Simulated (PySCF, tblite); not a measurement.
**C₇H₁₀SSi: geometry, infrared bands and NMR shifts**

Aim: predict the infrared bands and NMR shifts of C₇H₁₀SSi (`C=CC[SiH2]c1cccs1`).

Computed with tblite 0.8.0 and PySCF 2.14.0, with density-fitted response routines of our own, on a single molecule in the gas phase. Atoms are numbered from 0 throughout.

### Step 1. The molecule as given

19 atoms, charge 0, multiplicity 1; geometry from: force field or distance geometry start.

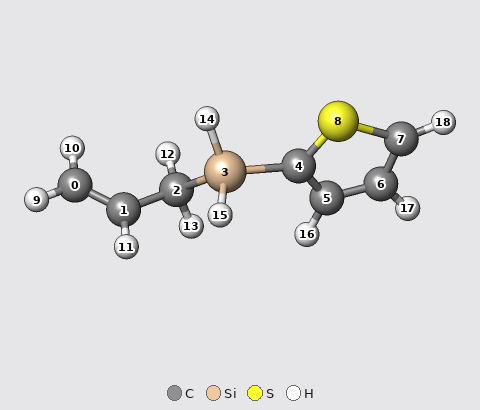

The starting geometry (carbon grey, silicon light orange, sulfur yellow, hydrogen white), atoms numbered.

### Step 2. Geometry optimisation with GFN2-xTB

The job: settings as JSON, then the geometry in Å.

```
{"job": {"kind": "relax", "xc": "GFN2-xTB", "basis": "xTB"}, "charge": 0, "multiplicity": 1}
C     -3.832400     0.360600    -0.748900
C     -2.831700    -0.036200    -0.004000
C     -1.455100    -0.333500    -0.558500
Si    -0.313800     0.838200     0.292200
C      1.460900     0.361700     0.163600
C      2.016500    -0.862400     0.242000
C      3.360100    -0.933300     0.097400
C      4.020900     0.237200    -0.114700
S      2.582100     1.329600    -0.090500
H     -4.835100     0.575200    -0.349100
H     -3.672300     0.486900    -1.828700
H     -2.994200    -0.169200     1.072400
H     -1.436900    -0.223900    -1.655700
H     -1.253900    -1.400400    -0.281300
H     -0.509500     2.162800    -0.296800
H     -0.716500     0.940000     1.728400
H      1.399500    -1.764600     0.431700
H      3.910400    -1.905200     0.157900
H      5.091100     0.345700    -0.249600
```

The run is started by

```bash
$ OMP_NUM_THREADS=1 python probes_run.py task.json out
```

The driver reads the jobs from task.json and runs them one after another.

The program printed:

```text
step      E/eV     max force
  0    -678.37120   12.863
  1    -679.73142    3.667
  2    -679.94912    2.015
  3    -680.06929    0.821
  4    -680.11328    0.730
  5    -680.14325    0.516
  6    -680.15943    0.243
  7    -680.16599    0.241
  8    -680.17194    0.198
  9    -680.17738    0.208
 10    -680.18174    0.163
 11    -680.18544    0.160
 12    -680.18800    0.100
 13    -680.18998    0.112
 14    -680.19188    0.121
 15    -680.19398    0.145
 16    -680.19604    0.119
 17    -680.19776    0.089
 18    -680.19903    0.086
 19    -680.19998    0.074
 20    -680.20068    0.057
 21    -680.20125    0.052
 22    -680.20186    0.061
 23    -680.20252    0.063
 24    -680.20315    0.065
 25    -680.20369    0.066
 26    -680.20417    0.065
 27    -680.20465    0.066
 28    -680.20511    0.060
 29    -680.20543    0.047
 30    -680.20564    0.045
 31    -680.20580    0.032
 32    -680.20594    0.029
 33    -680.20607    0.030
 34    -680.20622    0.037
 35    -680.20644    0.041
 36    -680.20673    0.044
 37    -680.20701    0.040
 38    -680.20718    0.028
 39    -680.20729    0.028
 40    -680.20741    0.027
 41    -680.20756    0.036
 42    -680.20771    0.034
 43    -680.20787    0.036
 44    -680.20806    0.038
 45    -680.20833    0.052
 46    -680.20865    0.055
 47    -680.20896    0.039
 48    -680.20920    0.036
 49    -680.20946    0.046
 50    -680.20982    0.074
 51    -680.21028    0.080
 52    -680.21073    0.051
 53    -680.21108    0.044
 54    -680.21135    0.041
 55    -680.21165    0.063
 56    -680.21198    0.056
 57    -680.21225    0.044
 58    -680.21243    0.033
 59    -680.21257    0.032
 60    -680.21271    0.038
 61    -680.21286    0.029
 62    -680.21300    0.029
 63    -680.21309    0.019
 64    -680.21316    0.019
 65    -680.21323    0.021
 66    -680.21329    0.018
 67    -680.21336    0.020
 68    -680.21343    0.021
 69    -680.21351    0.031
 70    -680.21362    0.037
 71    -680.21377    0.034
 72    -680.21394    0.031
 73    -680.21413    0.033
 74    -680.21431    0.030
 75    -680.21448    0.034
 76    -680.21467    0.034
 77    -680.21487    0.038
 78    -680.21512    0.043
 79    -680.21548    0.047
 80    -680.21610    0.068
 81    -680.21679    0.063
 82    -680.21741    0.055
 83    -680.21782    0.055
 84    -680.21868    0.076
 85    -680.21945    0.088
 86    -680.22046    0.072
 87    -680.22114    0.045
 88    -680.22137    0.051
 89    -680.22164    0.057
 90    -680.22195    0.038
 91    -680.22220    0.026
 92    -680.22244    0.026
 93    -680.22254    0.023
 94    -680.22263    0.020
 95    -680.22272    0.023
 96    -680.22278    0.014
 97    -680.22283    0.014
 98    -680.22286    0.012
 99    -680.22290    0.013
100    -680.22295    0.018
101    -680.22303    0.023
102    -680.22315    0.025
103    -680.22328    0.020
104    -680.22339    0.023
105    -680.22346    0.023
106    -680.22356    0.031
107    -680.22375    0.041
108    -680.22411    0.049
109    -680.22462    0.047
110    -680.22512    0.062
111    -680.22558    0.063
112    -680.22605    0.051
113    -680.22659    0.056
114    -680.22714    0.069
115    -680.22706    0.131
116    -680.22788    0.073
117    -680.22812    0.046
118    -680.22852    0.062
119    -680.22882    0.087
120    -680.22916    0.047
121    -680.22941    0.022
122    -680.22949    0.027
123    -680.22963    0.034
124    -680.22980    0.032
125    -680.22999    0.034
126    -680.23016    0.028
127    -680.23037    0.031
128    -680.23048    0.024
129    -680.23059    0.022
130    -680.23067    0.025
131    -680.23075    0.021
132    -680.23083    0.019
133    -680.23093    0.021
134    -680.23103    0.024
135    -680.23113    0.019
136    -680.23124    0.020
137    -680.23134    0.022
138    -680.23147    0.023
139    -680.23160    0.022
140    -680.23170    0.017
141    -680.23176    0.018
142    -680.23180    0.016
143    -680.23184    0.013
144    -680.23187    0.015
145    -680.23189    0.009
```

Wall time 2.3 s (1 thread of Arm Neoverse N1, shared host); peak memory 0.18 GiB.

Along the way: (not every step is listed)

```csv
step,energy from step 0 (eV),largest force (eV/Å)
0,0.0000,12.8628
1,-1.3602,3.6671
2,-1.5779,2.0154
3,-1.6981,0.8210
4,-1.7421,0.7296
5,-1.7720,0.5163
6,-1.7882,0.2431
7,-1.7948,0.2412
8,-1.8007,0.1985
21,-1.8300,0.0524
34,-1.8350,0.0368
47,-1.8378,0.0395
60,-1.8415,0.0380
73,-1.8429,0.0331
86,-1.8493,0.0718
99,-1.8517,0.0128
112,-1.8548,0.0514
125,-1.8588,0.0345
138,-1.8603,0.0232
140,-1.8605,0.0170
141,-1.8606,0.0180
142,-1.8606,0.0160
143,-1.8606,0.0135
144,-1.8607,0.0147
145,-1.8607,0.0088
```

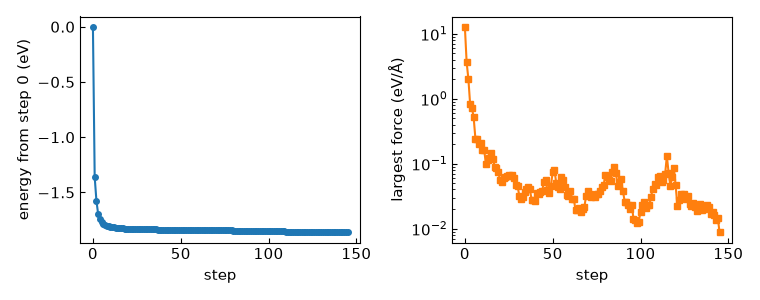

Energy and force, step by step.

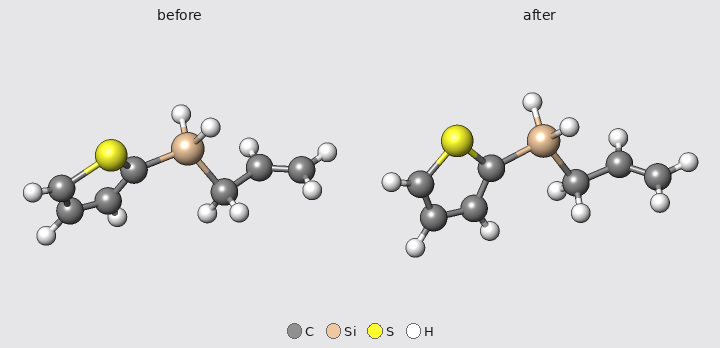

The geometry before (left) and after (right).

Close pairs (by a distance rule), those that changed most:

```csv
bond,before (Å),after (Å),change (Å)
C4–S8,1.503,1.736,+0.233
C7–S8,1.807,1.718,-0.089
C2–Si3,1.844,1.909,+0.065
C5–C6,1.353,1.411,+0.057
C6–H17,1.119,1.076,-0.043
C5–H16,1.109,1.076,-0.034
Si3–C4,1.842,1.874,+0.032
C2–H13,1.121,1.091,-0.029
```

The end geometry stands in the next job.

### Step 3. Infrared spectrum with GFN2-xTB

The job: settings as JSON, then the geometry in Å.

```
{"job": {"kind": "ir", "xc": "GFN2-xTB", "basis": "xTB"}, "charge": 0, "multiplicity": 1}
C     -3.681808     0.272574    -1.013801
C     -2.912395     0.007466     0.026511
C     -1.502731    -0.452447    -0.058508
Si    -0.312520     0.939056     0.479958
C      1.441129     0.336730     0.209348
C      1.907213    -0.892263    -0.157934
C      3.311939    -0.964166    -0.263705
C      3.910339     0.219670     0.024596
S      2.766527     1.434892     0.432521
H     -4.694082     0.621972    -0.903820
H     -3.328968     0.146070    -2.024666
H     -3.293180     0.147575     1.029763
H     -1.276363    -0.764583    -1.078564
H     -1.361283    -1.315597     0.594066
H     -0.540926     2.144841    -0.323934
H     -0.503948     1.250836     1.903312
H      1.256882    -1.727322    -0.349643
H      3.848914    -1.854052    -0.541092
H      4.955459     0.457996     0.023295
```

The program printed:

```text
mode    cm-1     km/mol
  1      26.7      0.21
  2      41.7      0.07
  3      69.1      0.14
  4      92.7      0.20
  5     145.7      0.96
  6     196.4      2.41
  7     222.5      0.06
  8     398.7      7.48
  9     412.1      4.18
 10     423.1     11.59
 11     468.7     49.65
 12     531.5      0.82
 13     583.0     22.66
 14     594.7      6.84
 15     642.4      2.97
 16     715.5    403.95
 17     732.3     16.06
 18     744.6     13.66
 19     757.3     11.81
 20     783.8    212.00
 21     793.3     54.70
 22     817.2      1.73
 23     846.5     11.70
 24     850.6      0.26
 25     882.0     16.52
 26     956.9     18.14
 27     991.0     81.24
 28    1021.0      8.59
 29    1057.1     27.53
 30    1075.3      2.15
 31    1100.1     10.03
 32    1179.9     69.01
 33    1185.4      8.57
 34    1211.0     13.27
 35    1300.5     11.32
 36    1328.6      2.26
 37    1414.6     13.18
 38    1442.3     34.26
 39    1463.2      0.64
 40    1541.4     24.52
 41    1712.2     41.48
 42    2212.5    336.95
 43    2239.5    196.26
 44    2967.0     38.22
 45    2985.5     30.55
 46    3054.0     49.26
 47    3096.1     27.45
 48    3118.5     17.16
 49    3123.9     63.21
 50    3128.2     32.30
 51    3161.5     10.62
```

It took 1.6 s on 1 thread of Arm Neoverse N1, shared host; peak memory 0.18 GiB.

The strongest bands and the atoms that carry them (share of the mass-weighted mode):

```csv
cm⁻¹,km/mol,atoms
716,403.9,"H15 42 %, H14 38 %, Si3 14 %"
784,212.0,"H15 42 %, H14 40 %"
793,54.7,"H13 29 %, C2 27 %, H12 25 %"
991,81.2,"C4 59 %, C5 11 %"
1180,69.0,"H13 35 %, C2 24 %, C1 19 %"
2212,336.9,H15 90 %
2240,196.3,H14 90 %
3124,63.2,"H9 70 %, H10 19 %"
```

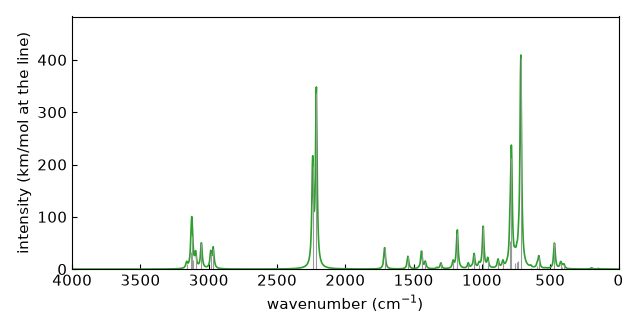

The infrared spectrum from these modes, unscaled. Lines are broadened to a width of 14 cm⁻¹ (Lorentzian).

### Step 4. Shielding tensors: PBE0/pcSseg-1

Settings changed since step 3:

```diff
@@ -1,2 +1,2 @@
-{"job": {"kind": "ir", "xc": "GFN2-xTB", "basis": "xTB"}, "charge": 0, "multiplicity": 1}
+{"job": {"kind": "nmr", "xc": "PBE0", "basis": "pcSseg-1"}, "charge": 0, "multiplicity": 1}
 C     -3.681808     0.272574    -1.013801
```

With the program's defaults for keys left out, this is: GIAO PBE0/pcSseg-1 NMR shielding, non-relativistic, gas phase.

The program printed:

```text
coarse grid: 17056 points
cycle   1  E = -959.6501345848  dE =  1.304e+00  |g| = 4.620e-01  |ddm| = 4.199e+00
cycle   2  E = -959.6201629905  dE =  2.997e-02  |g| = 5.667e-01  |ddm| = 9.869e-01
cycle   3  E = -959.7044166428  dE = -8.425e-02  |g| = 1.081e-01  |ddm| = 6.746e-01
cycle   4  E = -959.7076286482  dE = -3.212e-03  |g| = 3.612e-02  |ddm| = 1.739e-01
cycle   5  E = -959.7079659454  dE = -3.373e-04  |g| = 8.431e-03  |ddm| = 3.833e-02
cycle   6  E = -959.7079818464  dE = -1.590e-05  |g| = 3.658e-03  |ddm| = 1.244e-02
cycle   7  E = -959.7079850110  dE = -3.165e-06  |g| = 8.028e-04  |ddm| = 3.552e-03
final grid: 155848 points
cycle   8  E = -959.7639388843  dE = -3.086e-05  |g| = 9.888e-03  |ddm| = 3.314e-02
cycle   9  E = -959.7639083775  dE =  3.051e-05  |g| = 1.430e-02  |ddm| = 2.417e-02
cycle  10  E = -959.7639636382  dE = -5.526e-05  |g| = 1.956e-03  |ddm| = 1.715e-02
cycle  11  E = -959.7639647307  dE = -1.093e-06  |g| = 3.555e-04  |ddm| = 2.418e-03
cycle  12  E = -959.7639647585  dE = -2.772e-08  |g| = 1.335e-04  |ddm| = 4.404e-04
cycle  13  E = -959.7639647627  dE = -4.235e-09  |g| = 4.490e-05  |ddm| = 1.581e-04
cycle  14  E = -959.7639647631  dE = -4.277e-10  |g| = 2.090e-05  |ddm| = 5.505e-05
converged SCF energy = -959.7639647631

GIAO shielding tensors (ppm)
atom      isotropic    diamagn.    paramagn.     s11        s22        s33       span
  0 C       66.088     251.969    -185.881    -46.037     88.208    156.093    202.130
  1 C       44.893     255.556    -210.663    -77.396     49.936    162.140    239.536
  2 C      164.508     254.679     -90.171    147.396    155.925    190.204     42.808
  3 Si     398.000     882.514    -484.514    360.136    389.104    444.758     84.622
  4 C       46.387     261.719    -215.332    -28.365     16.297    151.229    179.594
  5 C       47.876     250.540    -202.664    -40.783     37.104    147.307    188.090
  6 C       55.673     254.683    -199.010    -26.477     42.228    151.269    177.746
  7 C       44.147     265.469    -221.322    -49.311     38.611    143.139    192.450
  8 S      240.709    1057.344    -816.635     74.769    261.731    385.626    310.857
  9 H       26.432      26.515      -0.083     23.301     25.466     30.530      7.229
 10 H       26.241      31.320      -5.079     22.657     25.502     30.563      7.906
 11 H       25.470      29.495      -4.025     23.501     24.314     28.596      5.095
 12 H       29.471      35.246      -5.775     24.982     30.376     33.055      8.073
 13 H       29.433      33.506      -4.073     24.868     29.180     34.251      9.383
 14 H       27.087      30.625      -3.538     22.734     27.162     31.366      8.632
 15 H       26.793      30.379      -3.586     22.683     26.306     31.390      8.707
 16 H       24.422      34.087      -9.665     20.390     24.416     28.459      8.069
 17 H       24.426      30.290      -5.864     21.232     25.009     27.038      5.806
 18 H       24.083      30.126      -6.043     21.357     23.742     27.148      5.791
```

Run time: 80 s. Hardware: 1 thread of Arm Neoverse N1, shared host; peak memory 0.96 GiB.

Shifts follow as δ = σ(reference) − σ, with reference shieldings (ppm) from runs at the same level and on the same kind of geometry: ¹H TMS 31.72, ¹³C TMS 186.9, ²⁹Si TMS 349.2, ³³S CS2 504. The references are single molecules in the gas phase. Atoms listed in one row are averaged.

```csv
atoms,environment,σ (ppm),δ (ppm),δ scaled to CDCl3
C7,aromatic CH next to the ring sulfur,44.1,142.8,133.0
C1,alkene CH,44.9,142.0,136.7
C4,substituted aromatic carbon next to the ring sulfur,46.4,140.5,130.8
C5,aromatic CH,47.9,139.0,133.8
C6,aromatic CH,55.7,131.3,126.2
C0,terminal =CH2 carbon,66.1,120.8,116.0
C2,allylic sp3 CH2 bonded to Si,164.5,22.4,20.0
H18,hydrogen on an aromatic CH next to the ring sulfur,24.08,7.63,7.30
H16,hydrogen on an aromatic CH,24.42,7.30,6.98
H17,hydrogen on an aromatic CH,24.43,7.29,6.98
H11,hydrogen on an alkene CH,25.47,6.25,5.99
H10,hydrogen on a terminal =CH2 carbon,26.24,5.48,5.27
H9,hydrogen on a terminal =CH2 carbon,26.43,5.28,5.09
"H14, H15",hydrogen on a silicon bonded to 2 C,26.94,4.78,–
"H12, H13",hydrogen on an allylic sp3 CH2 bonded to Si,29.45,2.26,2.24
Si3,"silicon bonded to 2 C, 2 H",398.0,-48.8,–
S8,aromatic ring sulfur,241,263,–
```

The scaled column applies a straight-line fit of computed shieldings to shifts measured in CDCl3, with any fitted terms for Cl, Br or S neighbours (root-mean-square error 0.16 ppm for H, 1.9 ppm for C).

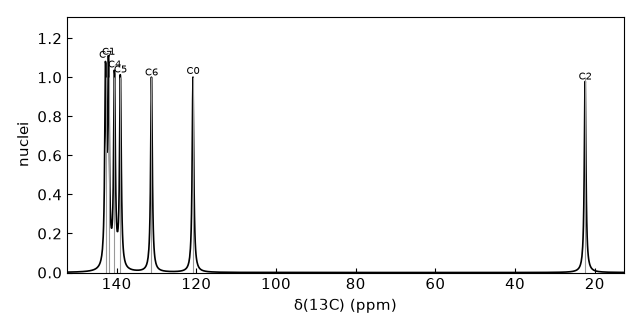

¹³C lines at the computed shifts, without couplings. Lines are broadened to a width of 0.48 ppm (Lorentzian).

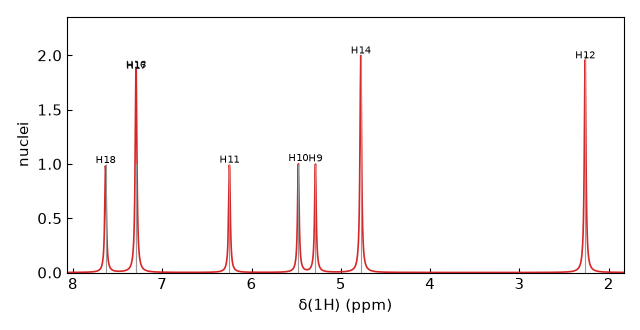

¹H lines at the computed shifts, without couplings. Lines are broadened to a width of 0.02 ppm (Lorentzian).

The run also stored atomic charges by several schemes (e):

```csv
atoms,Mulliken,IAO,Hirshfeld,ESP fit
C0,-0.15,-0.33,-0.11,-0.53
C1,-0.25,-0.12,-0.04,-0.04
C2,-0.50,-0.54,-0.15,-0.34
Si3,0.78,0.77,0.33,0.46
C4,-0.59,-0.44,-0.13,-0.28
C5,-0.05,-0.17,-0.07,0.05
C6,-0.04,-0.19,-0.07,-0.31
C7,-0.27,-0.31,-0.08,-0.18
S8,0.27,0.34,0.10,0.04
```

Hirshfeld charges:

C0 -0.11; C1 -0.04; C2 -0.15; Si3 0.33; C4 -0.13; C5 -0.07; C6 -0.07; C7 -0.08; S8 0.10; H9 0.04; H10 0.04; H11 0.04; H12 0.05; H13 0.05; H14 -0.08; H15 -0.08; H16 0.05; H17 0.06; H18 0.06

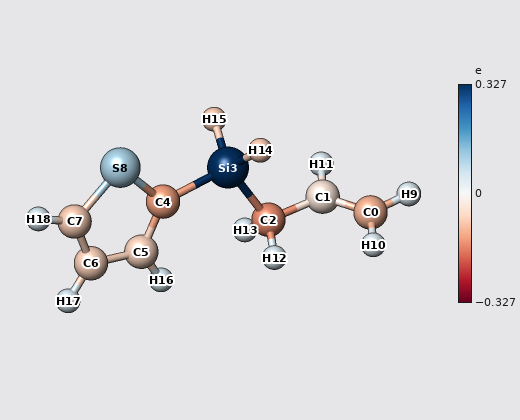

Hirshfeld charges, as colours on the atoms.

Mayer bond orders: C0–C1 1.98, C1–C2 1.05, C2–Si3 0.90, Si3–C4 0.81, C4–C5 1.58, C5–C6 1.28, C6–C7 1.58, C7–S8 1.19, S8–C4 1.16.

Ring of atoms C4, C5, C6, C7, S8: NICS(0) -12.5, NICS(1) -11.7, NICS(1)zz -28.1 ppm (means of both faces).

### Step 5. What came out

| quantity | value |
| --- | --- |
| strongest single infrared mode (GFN2-xTB) | 716 cm⁻¹, 404 km/mol |
| zero-point energy (GFN2-xTB) | 88.4 kcal/mol |
| ¹³C shifts against TMS (PBE0/pcSseg-1) | 142.8, 142.0, 140.5, 139.0, 131.3, 120.8, 22.4 ppm |
| ¹H shifts against TMS (PBE0/pcSseg-1, means over atoms taken as alike) | 7.63, 7.30, 7.29, 6.25, 5.48, 5.28, 4.78, 2.26 ppm |
| ²⁹Si shifts against TMS (PBE0/pcSseg-1) | -48.8 ppm |
| ³³S shifts against CS2 (PBE0/pcSseg-1) | 263 ppm |

**Reading.** Over 145 steps the energy fell by 1.861 eV; of the close pairs, C4–S8 changed most, 1.503 to 1.736 Å. All 51 modes are real, so the xTB geometry is a minimum. The strongest single mode, at 716 cm⁻¹, moves mainly H15 and H14. Unscaled tight-binding wavenumbers are off by several per cent, some by more. Its intensities can rank the bands wrongly. At PBE0/pcSseg-1: Shielding is most anisotropic at S8 (span 311 ppm, paramagnetic term -817 ppm). NICS(1)zz of -28 ppm above the planar ring from C4 marks a diatropic (aromatic) ring current.
